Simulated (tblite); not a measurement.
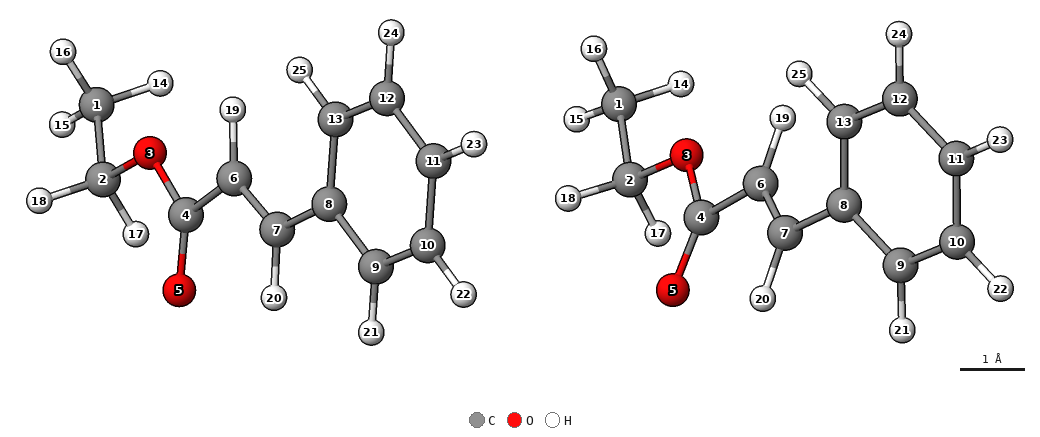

Two geometries of C₁₁H₁₂O₂, drawn at one scale. One is the start of a relaxation, the other its converged end. Style: ball-and-stick. Shown from a free direction.

Level of theory: GFN2-xTB geometry optimisation, gas phase (tblite 0.8.0). 

### Which of the two is the end point?

The left one is the relaxed one. Over 103 geometry steps the energy falls by 3.11 kcal/mol. The largest move after the best rigid fit is that of H20, 0.61 Å. Largest moves by element: H 0.61 Å, O 0.49 Å, C 0.23 Å. Near-neighbour distances that change, for instance: C9–C10 1.407 → 1.381 Å, O3–C4 1.362 → 1.343 Å, C7–C8 1.466 → 1.449 Å, C13–H25 1.095 → 1.079 Å. Bond angles that change, for instance: C6–C7–C8 123.7° → 127.4°, C6–C7–H20 119.9° → 116.7°, C1–C2–H17 108.5° → 111.5°. Groups turn about C7–C8 by about 30°, C2–O3 by about 25°. Cost: 0.99 s on 2 threads of AMD EPYC 9R14 (shared host).
